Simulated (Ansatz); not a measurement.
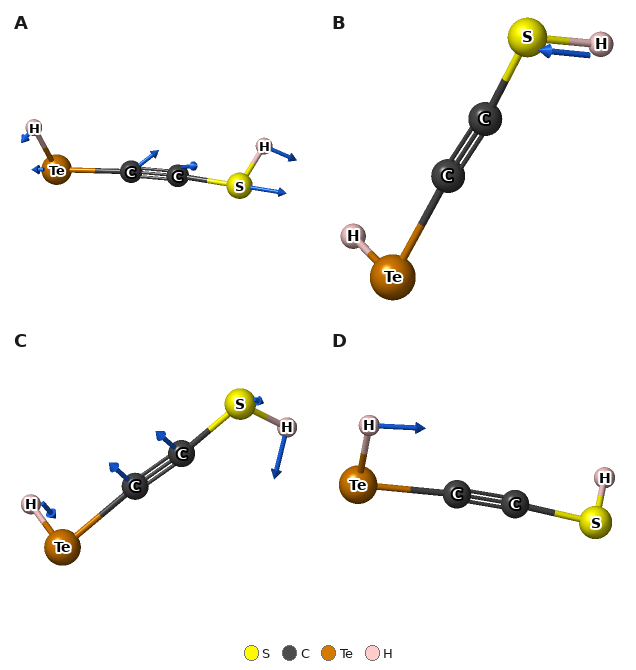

4 normal modes of one molecule or complex, as arrows. Harmonic vibrations computed with RKS PBE0-D4/def2-TZVP, core potentials on Te (Ansatz 0.2.0) at a stationary point of the same level.

Match the panels to the wavenumbers 131 cm⁻¹, 316 cm⁻¹, 716 cm⁻¹, 2652 cm⁻¹.

Answer. A: 316 cm⁻¹
B: 2652 cm⁻¹, S–H stretching
C: 131 cm⁻¹
D: 716 cm⁻¹, C–Te–H bending
